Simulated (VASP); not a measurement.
Band structure of Ta2O5 (space group Pmmn). All values below come from PBEsol GGA, VASP's PBE PAW potentials (set 64) (plane waves; VASP).

Unless said otherwise, spin-orbit coupling is left out, though it shifts the bands of the heavy elements here.

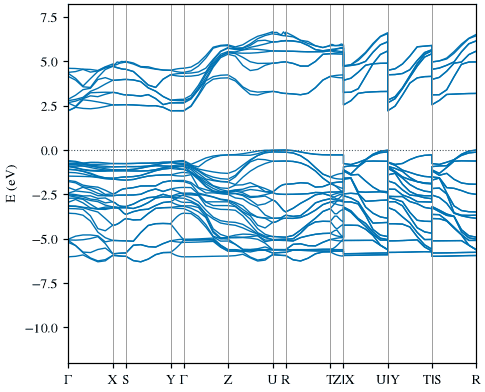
Fig. 1. Bands along high-symmetry lines, zero at the valence-band maximum or, without a gap, the Fermi level

Q: Read the plot: is there a gap, and where are the band edges?

A: The gap is indirect, 2.21 eV, from the valence maximum at R to the conduction minimum at Γ. (Edges off the drawn lines would not show.)

The structure comes from a computed database's Ta2O5 entry (Pmmn); how it stands against other phases isn't given here. It was relaxed first.
